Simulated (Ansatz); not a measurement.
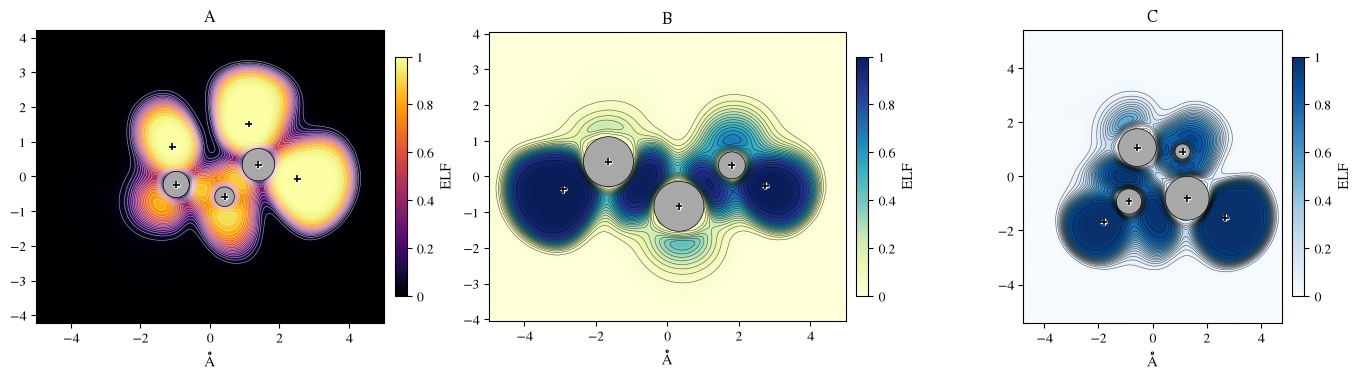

The electron localisation function of 3 systems, each on a plane through atoms (crosses mark nuclei in the plane; grey discs cover the cores).

Level of theory: RKS PBE0-D4/def2-TZVPP in Ansatz 0.2.0.

System 1: CH7ClOSi2 (SMILES C[SiH2][SiH](O)Cl), the plane of atoms Si2, C1 and H6. Geometry: PBE0-D4/def2-TZVP.

```yaml
atoms:
  - { symbol: C, position_ang: [-1.5209, -0.7363, -0.8684] }
  - { symbol: Si, position_ang: [-0.1831, -1.0564, 0.4021] }
  - { symbol: Si, position_ang: [1.1081, 0.8681, 0.6959] }
  - { symbol: O, position_ang: [1.7801, 1.2333, -0.7576] }
  - { symbol: Cl, position_ang: [-0.1493, 2.4044, 1.2976] }
  - { symbol: H, position_ang: [-2.1490, -1.6197, -1.0017] }
  - { symbol: H, position_ang: [-2.1553, 0.0941, -0.5518] }
  - { symbol: H, position_ang: [-1.0772, -0.4787, -1.8321] }
  - { symbol: H, position_ang: [0.7065, -2.1756, -0.0174] }
  - { symbol: H, position_ang: [-0.7669, -1.4062, 1.7271] }
  - { symbol: H, position_ang: [2.1486, 0.8044, 1.7567] }
  - { symbol: H, position_ang: [2.3356, 2.0132, -0.8166] }
```

System 2: AlBGeH6OSi, the plane of atoms Si2, O5 and Al4. Geometry: PBE0-D4/def2-TZVP.

```tsv
atom	x (Å)	y (Å)	z (Å)
Ge	-1.1756	0.8027	-1.4898
Si	0.7543	0.2641	-0.1870
B	0.7782	-1.6515	0.4439
Al	0.6172	-0.5684	2.3011
O	0.6397	0.8924	1.3637
H	-1.4357	2.3192	-1.5254
H	-2.4277	0.1253	-0.9000
H	-1.0004	0.2982	-2.9332
H	1.9756	0.7632	-0.8864
H	0.8168	-2.7343	-0.0469
H	0.5232	-0.5679	3.8808
```

System 3: CH9BOSi2 (SMILES BOC([SiH3])[SiH3]), the plane of atoms O2, B1 and H6. Geometry: PBE0-D4/def2-TZVP.

```xyz
14

B    -2.1481    0.4197    0.9534
O    -1.2684   -0.1628    0.1242
C     0.1317    0.1569    0.1423
Si    0.6074    0.8886   -1.5370
Si    1.1033   -1.4026    0.5960
H    -3.2889    0.0771    0.8505
H    -1.7746    1.2415    1.7484
H     0.3324    0.9167    0.9120
H    -0.2216    2.0932   -1.8028
H     2.0448    1.2669   -1.4982
H     0.3857   -0.1131   -2.6098
H     0.6406   -1.9055    1.9158
H     2.5473   -1.0556    0.6689
H     0.8954   -2.4502   -0.4350
```

### Which map belongs to which system?

Panel A is system 3, CH9BOSi2: the plane holds B, O, C and H. B–O (1.34 Å): the ELF peaks at about 0.90 between the atoms: a short, strongly polar bond. Panel B is system 1, CH7ClOSi2: the plane holds C, Si and H. C–Si (1.87 Å): the ELF peaks at about 0.95 between the atoms; a shared electron pair. Panel C is system 2, AlBGeH6OSi: the plane holds Si, B, Al, O and H. Si–O (1.68 Å): the ELF peaks at about 0.85 between the atoms (a polar covalent bond).
